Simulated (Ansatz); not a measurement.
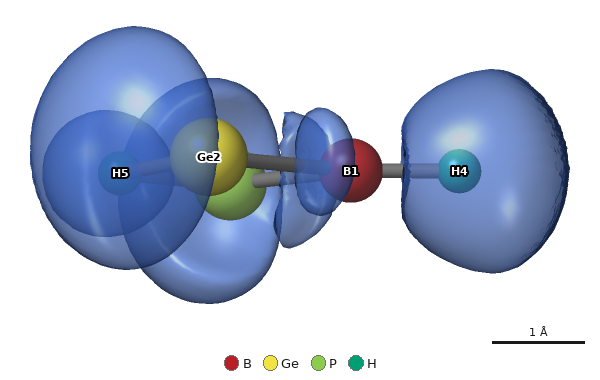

Figure 1: BGeH₂P. Isosurface of the ELF at 0.85 (blue), seen from one side. Core shells and regions of very low density are left out.

Geometry: PBE0-D4/def2-TZVP.

Method: isolated molecule in a Gaussian basis; Kohn-Sham density functional theory, functional PBE0 in Ansatz.

```xyz
5

B     0.3304    0.3047    0.7491
Ge   -1.6227    0.4997    0.3691
P     0.2863   -0.6585   -0.7661
H     1.1872    0.5999    1.5087
H    -1.2156   -0.5176   -1.0726
```

### Identify the bonds, lone pairs and shells in this picture.

The surface consists of one region between bonded B–P atoms (shared pairs), two regions around hydrogen nuclei, one lobe on B, pointing away from the bonds (lone pairs), one lobe on Ge, pointing away from the bonds (lone pairs) and one lobe on P, pointing away from the bonds (lone pairs). Profiles from the grid: B–P (1.80 Å): the ELF peaks at about 0.90 between the atoms (localised, covalent bonding). Ge–B (2.00 Å): the ELF peaks at about 0.85 in the valence shell of B, 0.7 Å from its nucleus, and is about 0.65 at the midpoint.
